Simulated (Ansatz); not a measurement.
**Run report: AlH₂F, geometry relaxation**

- system: AlH₂F
- method: RKS PBE0-D4/def2-TZVP (Ansatz 0.2.0)

Figures and captions count atoms from 1; the log counts them from 0 in places.

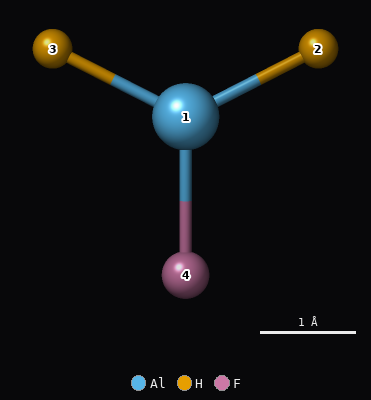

**Figure 1.** The structure as given in the input (ball-and-stick view, seen on its broad side; atoms are numbered from 1 in the order of the input). Sticks mark near contacts. Bond lengths as drawn: Al–F 1.67 Å and Al–H 1.58 Å.

Key numbers:

```tsv
quantity	value
outcome	converged
total energy	−9343.5119 eV
mean-field energy	−9343.4851 eV
dispersion energy	−0.0268 eV
SCF solution under orbital rotations	stable
largest force (length of the vector) at the end	0.001 eV/Å
dipole moment	1.36 D
hardware	2 threads of Intel Xeon, 63 GiB of memory available, shared host
wall time	2.7 s (CPU time 4.9 s)
peak memory	0.36 GiB
```

Input file:
```yaml
crystal:
  periodic: [false, false, false]
  atoms:
    - {symbol: Al, position_ang: [-0.777539, -0.246030, -0.037222]}
    - {symbol: H, position_ang: [-0.975728, -1.000283, -1.409275]}
    - {symbol: H, position_ang: [-1.680192, 0.939512, 0.482750]}
    - {symbol: F, position_ang: [0.145893, -1.035411, 1.115883]}
basis:
  gaussian: {orbitals: def2-TZVP}
hamiltonian: {xc: pbe0, dispersion: d4}
relax: {f_tol: 0.005, max_steps: 200}
```

Run as:
```bash
ansatz run in.yaml --threads 2 --pin off --events-out ev --progress --plain --max-ram 4352MiB
```

What the program printed:
```
Functional definition: PBE0
  name "PBE0"
  cite "Adamo & Barone, J. Chem. Phys. 110, 6158 (1999) doi:10.1063/1.478522"
  cite "Perdew, Burke & Ernzerhof, Phys. Rev. Lett. 77, 3865 (1996) doi:10.1103/PhysRevLett.77.3865"
  parent pbe
  parameter a = 0.25
  parameter kappa = 0.804
  parameter beta = 0.06672455060314922
  exchange = (1 - a)*pbe_x(kappa = kappa, mu = beta*pi^2/3) + a*exact_x
  correlation = pbe_c(beta = beta)
523 factors; their error is unknown
mean field evaluation 1: about -9341.2437 eV, gradient 3.8e1 eV
mean field evaluation 2: about -9336.5726 eV, gradient 6.9e1 eV
mean field evaluation 4: about -9343.4001 eV, gradient 5.2e-1 eV
mean field evaluation 8: about -9343.4230 eV, gradient 6.4e-2 eV
mean field -9343.42304820 eV, -343.3644638218 hartree, gradient 4.0e-5 eV, S^2 0.000000; 0 other end points of the search recorded, 0 dependent functions left out
the calculation of the forces begins
reference -9343.42307597 eV, -343.3644648423 hartree; 12, 12 occupied and 68, 68 virtual orbitals, 523 factors
relax step   1: F+E_penalty+E_count = -9343.44983228 eV  Δ(F+E_penalty+E_count) = +0.000e0 eV  max|allowed force component| = 7.193e-1 eV/Å  Δτ_max = 0.0000 Å  (21 SCF iters, accepted)
these checks for a lower state are left out or cut short: starts, cluster_reference, orbital_swaps, neighbouring_geometries, increment
523 factors; their error is unknown
mean field evaluation 16: about -9343.4078 eV, gradient 2.2e-1 eV
mean field -9343.43037093 eV, -343.3647329271 hartree, gradient 1.4e-5 eV, S^2 0.000000; 0 other end points of the search recorded, 0 dependent functions left out
the calculation of the forces begins
reference -9343.43039870 eV, -343.3647339476 hartree; 12, 12 occupied and 68, 68 virtual orbitals, 523 factors
relax step   2: F+E_penalty+E_count = -9343.45711532 eV  Δ(F+E_penalty+E_count) = -7.283e-3 eV  max|allowed force component| = 9.117e-1 eV/Å  Δτ_max = 0.1950 Å  (30 SCF iters, accepted)
these checks for a lower state are left out or cut short: starts, cluster_reference, orbital_swaps, neighbouring_geometries, increment
523 factors; their error is unknown
mean field -9343.48251173 eV, -343.3666490662 hartree, gradient 9.9e-6 eV, S^2 0.000000; 0 other end points of the search recorded, 0 dependent functions left out
the calculation of the forces begins
reference -9343.48253978 eV, -343.3666500969 hartree; 12, 12 occupied and 68, 68 virtual orbitals, 523 factors
relax step   3: F+E_penalty+E_count = -9343.50935558 eV  Δ(F+E_penalty+E_count) = -5.224e-2 eV  max|allowed force component| = 2.665e-1 eV/Å  Δτ_max = 0.0858 Å  (25 SCF iters, accepted)
these checks for a lower state are left out or cut short: starts, cluster_reference, orbital_swaps, neighbouring_geometries, increment
523 factors; their error is unknown
mean field evaluation 32: about -9343.4850 eV, gradient 6.1e-2 eV
mean field -9343.48500615 eV, -343.3667407343 hartree, gradient 1.4e-5 eV, S^2 0.000000; 0 other end points of the search recorded, 0 dependent functions left out
the calculation of the forces begins
reference -9343.48503414 eV, -343.3667417629 hartree; 12, 12 occupied and 68, 68 virtual orbitals, 523 factors
relax step   4: F+E_penalty+E_count = -9343.51183393 eV  Δ(F+E_penalty+E_count) = -2.478e-3 eV  max|allowed force component| = 9.517e-3 eV/Å  Δτ_max = 0.0113 Å  (24 SCF iters, accepted)
these checks for a lower state are left out or cut short: starts, cluster_reference, orbital_swaps, neighbouring_geometries, increment
523 factors; their error is unknown
mean field -9343.48502947 eV, -343.3667415913 hartree, gradient 5.9e-5 eV, S^2 0.000000; 0 other end points of the search recorded, 0 dependent functions left out
the calculation of the forces begins
reference -9343.48505745 eV, -343.3667426196 hartree; 12, 12 occupied and 68, 68 virtual orbitals, 523 factors
relax step   5: F+E_penalty+E_count = -9343.51185737 eV  Δ(F+E_penalty+E_count) = -2.344e-5 eV  max|allowed force component| = 8.004e-4 eV/Å  Δτ_max = 0.0016 Å  (16 SCF iters, accepted)
```

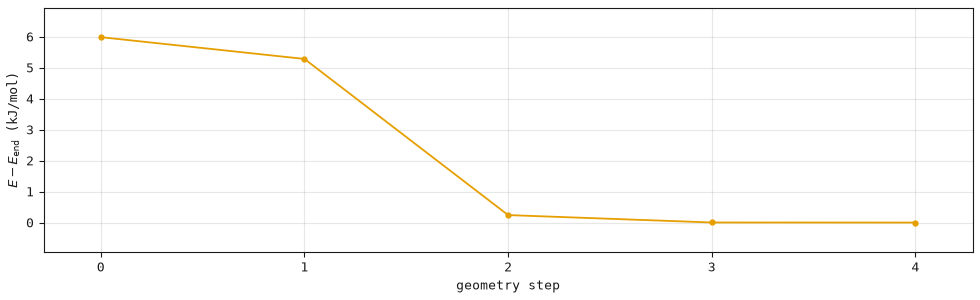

**Figure 2.** Progress of the relaxation, step by step (the first geometry is step 0 here and step 1 in the log).

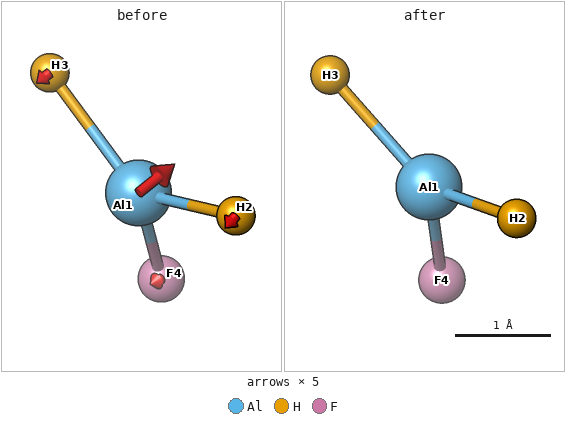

**Figure 3.** Before (left) and after (right) the relaxation, at one scale (ball-and-stick view, seen at a tilt). The red arrows give the displacements, magnified 5 times. Al1 moves most after the best rigid fit: 0.11 Å. Largest moves by element: Al 0.11 Å, H 0.04 Å, F 0.04 Å. Among the contacts that change: Al1–F4 1.675 → 1.650 Å. Over 4 geometry steps the energy falls by 5.98 kJ/mol. The largest force component goes from 0.72 to 0.0008 eV/Å. (Atoms are counted from 1 in the order of the input.)

```
523 factors; their error is unknown
mean field -9343.48502947 eV, -343.3667415913 hartree, gradient 5.9e-5 eV, S^2 0.000000; 1 other end points of the search recorded, 0 dependent functions left out
the calculation of the forces begins
reference -9343.48505745 eV, -343.3667426196 hartree; 12, 12 occupied and 68, 68 virtual orbitals, 523 factors
Total energy: -9343.51188535 eV, -343.3677285268 hartree
Atom 0 at    -0.855722    -0.312359     0.001658 Å, force     0.000012    -0.000047     0.000054 eV/Å
Atom 1 at    -0.943880    -0.982552    -1.421693 Å, force     0.000487    -0.000580     0.000035 eV/Å
Atom 2 at    -1.650413     0.962951     0.475907 Å, force     0.000235     0.000113     0.000711 eV/Å
Atom 3 at     0.162449    -1.010252     1.096264 Å, force    -0.000733     0.000514    -0.000800 eV/Å
Dipole moment:    -0.174644     0.119715    -0.187763 e Å
```

Trajectory as extended XYZ (Å, eV, eV/Å), 5 frames, from step=1 to step=5:
```
4
Properties=species:S:1:pos:R:3:forces:R:3 step=1 energy=-9343.44983
Al   -0.7775   -0.2460   -0.0372   -0.2081  -0.7193   0.6596
H    -0.9757   -1.0003   -1.4093    0.2005   0.1457  -0.0708
H    -1.6802    0.9395    0.4828    0.2018   0.1421  -0.0743
F     0.1459   -1.0354    1.1159   -0.1941   0.4314  -0.5146
4
Properties=species:S:1:pos:R:3:forces:R:3 step=2 energy=-9343.45711
Al   -0.9270   -0.3570    0.0209    0.9117   0.0865   0.2507
H    -0.9181   -0.9805   -1.4493   -0.1630   0.0165   0.3134
H    -1.6366    0.9978    0.4804   -0.0301  -0.3496  -0.0437
F     0.1941   -1.0025    1.1001   -0.7186   0.2466  -0.5204
4
Properties=species:S:1:pos:R:3:forces:R:3 step=3 energy=-9343.50936
Al   -0.8505   -0.3193    0.0107   -0.2262   0.1778  -0.2665
H    -0.9483   -0.9774   -1.4261    0.0246   0.0121   0.1025
H    -1.6540    0.9657    0.4692    0.0606  -0.0870   0.0060
F     0.1652   -1.0112    1.0983    0.1410  -0.1029   0.1580
4
Properties=species:S:1:pos:R:3:forces:R:3 step=4 energy=-9343.51183
Al   -0.8547   -0.3128    0.0025   -0.0095   0.0050  -0.0087
H    -0.9450   -0.9814   -1.4220    0.0051  -0.0022   0.0065
H    -1.6511    0.9629    0.4744    0.0060  -0.0044   0.0043
F     0.1632   -1.0109    1.0972   -0.0016   0.0015  -0.0022
4
Properties=species:S:1:pos:R:3:forces:R:3 step=5 energy=-9343.51186
Al   -0.8557   -0.3124    0.0017    0.0000   0.0000   0.0001
H    -0.9439   -0.9826   -1.4217    0.0005  -0.0006   0.0000
H    -1.6504    0.9630    0.4759    0.0002   0.0001   0.0007
F     0.1624   -1.0103    1.0963   -0.0007   0.0005  -0.0008
```

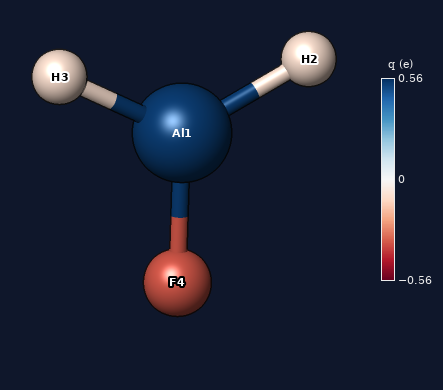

**Figure 4.** Mulliken charges, as the colour of each atom (ball-and-stick view, seen at a tilt; atoms are numbered from 1 in the order of the input). By element: Al +0.53, H −0.09 and F −0.35 e.
